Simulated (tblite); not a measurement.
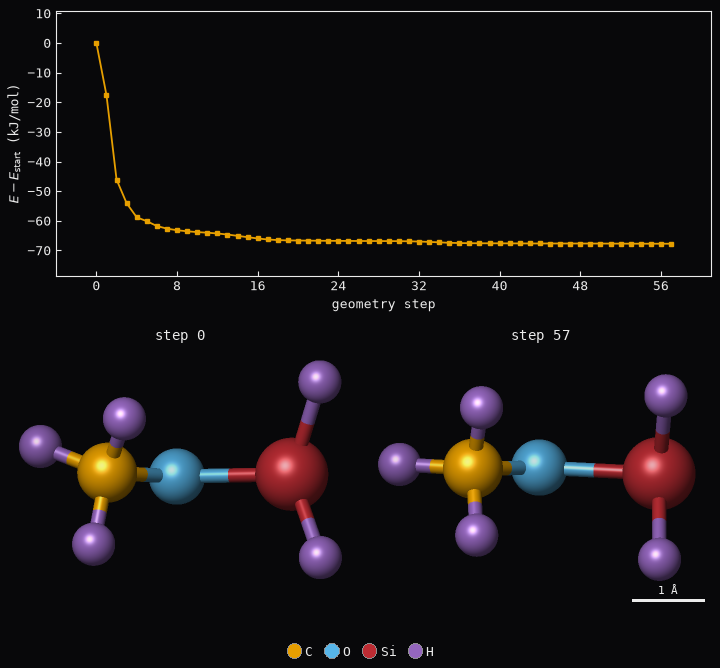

First and last geometry of a relaxation of CH5OSi (charge −1), with the history of the run. The picture is a ball-and-stick view, seen face on.

Level of theory: GFN2-xTB geometry optimisation, gas phase (tblite). 

Read the history and describe the run.

It converged. After 57 geometry steps the energy has fallen by 67.7 kJ/mol. An H atom moves most after the best rigid fit: 0.39 Å. By element the largest moves are H 0.39 Å, Si 0.26 Å, O 0.14 Å, C 0.11 Å. Near-neighbour distances that change, for instance: H–Si 1.437 → 1.526 Å, H–Si 1.458 → 1.527 Å, C–O 1.389 → 1.356 Å, C–H 1.084 → 1.107 Å. Among the angles between lasting bonds that change: H–Si–H 115.7° → 96.6°, O–Si–H 115.4° → 101.0°, O–Si–H 113.9° → 101.0°. Groups turn about C–O by about 20°. Cost: 0.22 s on 1 thread of Intel(R) Xeon(R) Processor, with other jobs on the host.

```tsv
step	E − E(0), kJ/mol
0	0.00
1	-17.57
2	-46.06
3	-54.05
4	-58.81
5	-60.12
6	-61.75
7	-62.63
8	-63.17
9	-63.53
10	-63.80
12	-64.26
15	-65.51
17	-66.30
20	-66.65
22	-66.72
25	-66.78
27	-66.82
30	-66.86
32	-66.99
35	-67.42
37	-67.55
40	-67.59
42	-67.62
45	-67.65
47	-67.65
50	-67.67
52	-67.70
55	-67.72
57	-67.73
```
